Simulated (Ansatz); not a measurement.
C2H4Si2

Input

```
crystal:
  periodic: [false, false, false]
  atoms:
    - { symbol: Si, position_ang: [-0.62808, 2.52092, -0.24982] }
    - { symbol: C, position_ang: [-0.49189, 0.82204, -0.15642] }
    - { symbol: C, position_ang: [0.37236, -0.14125, 0.37881] }
    - { symbol: Si, position_ang: [0.36881, -1.84286, -0.14274] }
    - { symbol: H, position_ang: [-1.34725, 3.77023, -0.40205] }
    - { symbol: H, position_ang: [1.03253, 0.11373, 1.20606] }
    - { symbol: H, position_ang: [-0.46003, -2.39726, -1.20053] }
    - { symbol: H, position_ang: [1.15356, -2.84554, 0.5667] }
basis:
  gaussian: { orbitals: def2-SVP }
hamiltonian:
  xc: b3lyp
  dispersion: d4
relax:
  f_tol: 0.015
  max_steps: 40
output:
  orbitals: {}
```

Run with:

```sh
ansatz run input.yaml --threads 1 --pin off --max-ram 2048MiB --backend cpu --events-out ev --progress --plain --runs-dir out
```

The fields are those of the relaxed geometry.

All numbers below come from Ansatz, RKS B3LYP-D4/def2-SVP.

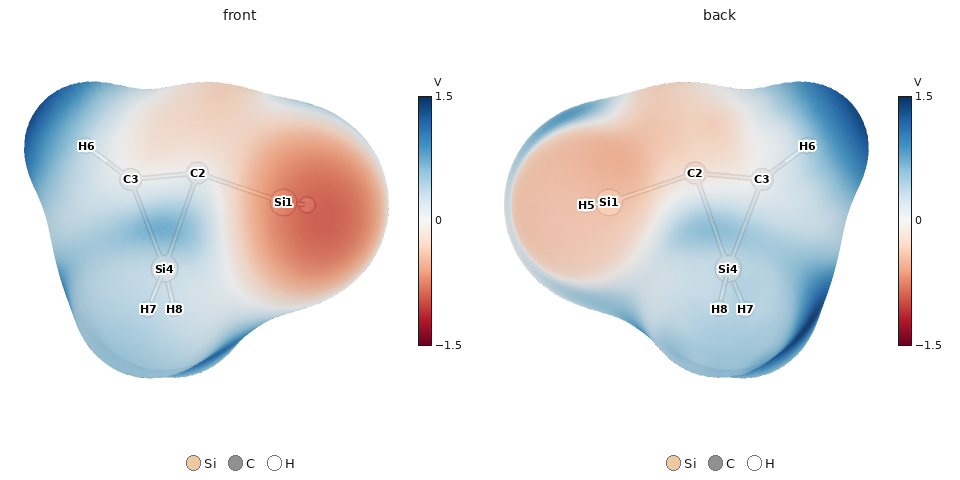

Figure 1. The molecular electrostatic potential painted on the density surface at 0.002 e/bohr³, seen from the front and from behind; the colour scale runs from red (negative) to blue (positive).

Describe the electrostatic potential map.

Answer. The most negative region (about −0.9 V) lies over Si1, the most positive (about +1.4 V) over Si4 and H6.

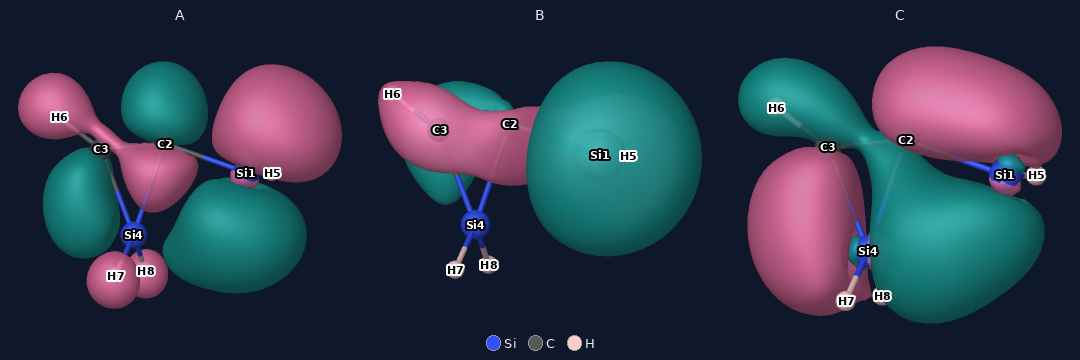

Figure 2. Three frontier orbitals at ±0.08 Å⁻³ᐟ² (teal and pink are the two phases), in no order.

Which picture is the HOMO−1, the HOMO and the LUMO?

Answer. C is the HOMO−1 (−7.26 eV). By Hirshfeld shares it lies mainly on Si4 (about 30 %), Si1 (about 25 %), C2 (about 20 %) and C3 (about 15 %). B is the HOMO (−6.29 eV). Its weight (Hirshfeld) is mainly on Si1 (about 65 %), H5 (about 15 %), C3 (about 10 %) and C2 (about 5 %). A is the LUMO (−1.54 eV). By Hirshfeld shares it lies mainly on Si1 (about 50 %), C2 (about 20 %), Si4 (about 10 %) and C3 (about 10 %).

What is the HOMO–LUMO gap?

Answer. 4.75 eV between the orbital energies.

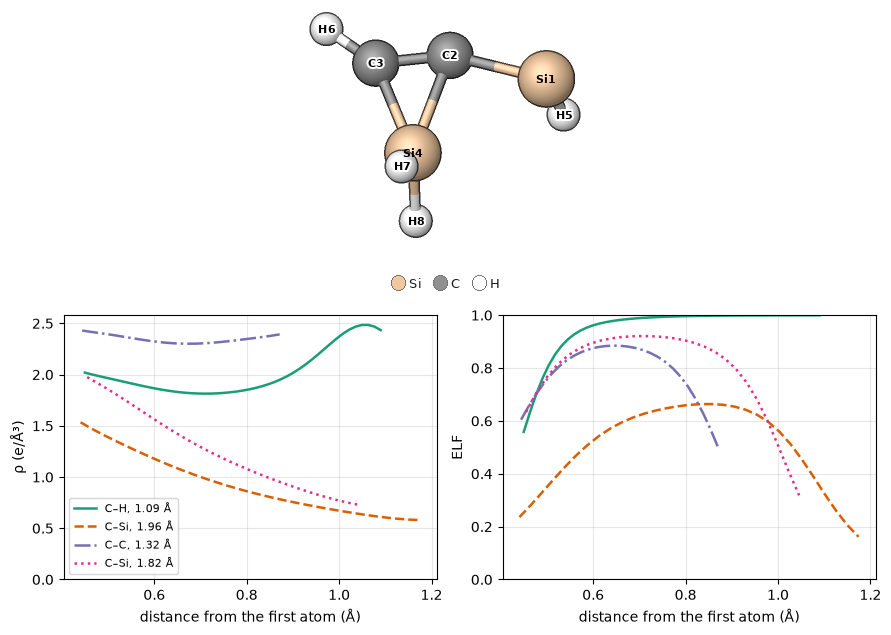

Figure 3. Total electron density and electron localisation function along straight lines between neighbouring atoms. The curves leave out the atomic cores. The structure is drawn too.

What can be read from the curves?

Answer. C–H (1.09 Å): ρ at the midpoint is about 1.9 e/Å³; the ELF climbs to about 1 towards the hydrogen, as it does in any bond to H: a covalent bond by its length.
C–Si (1.96 Å): the density is about 0.69 e/Å³ at the midpoint; the ELF peaks at about 0.65 between the atoms.
C–C (1.32 Å): ρ is about 2.3 e/Å³ halfway; the ELF peaks at about 0.90 between the atoms; a multiple bond.
C–Si (1.82 Å): ρ is about 0.89 e/Å³ halfway; the ELF peaks at about 0.90 between the atoms; a shared electron pair.
